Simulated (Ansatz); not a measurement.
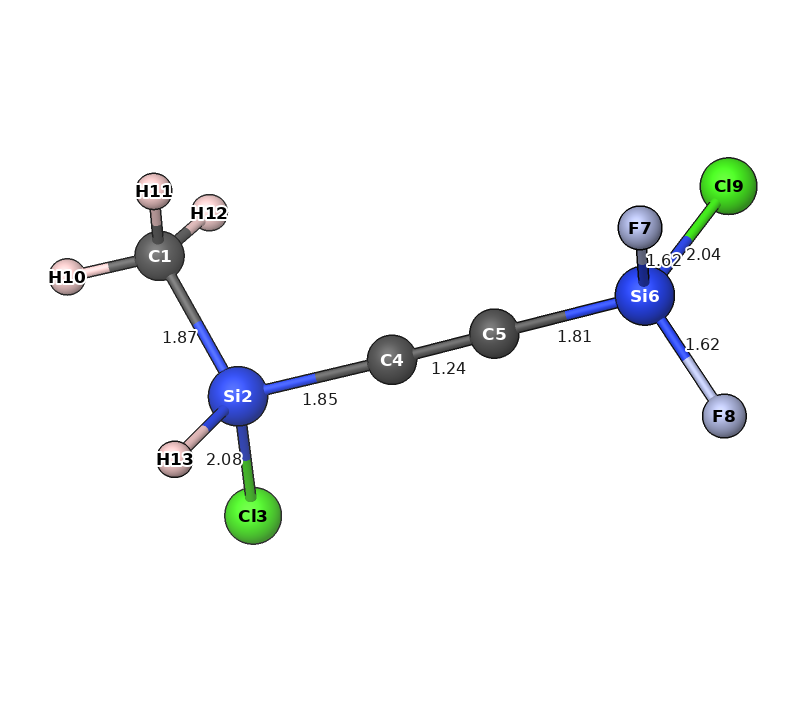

Bond lengths are marked in Å; every bond is drawn as one stick. The geometry was computed by an optimisation with PBE-D4/def2-SVP. No frequency run is at hand to confirm it as a minimum.

### Assign a bond order to each marked bond.

C1–Si2 single; Si2–Cl3 single; Si2–C4 single; C4–C5 triple; C5–Si6 single; Si6–F7 single; Si6–F8 single; Si6–Cl9 single.

### Write the SMILES.

C[Si@@H](Cl)C#C[Si](F)(F)Cl
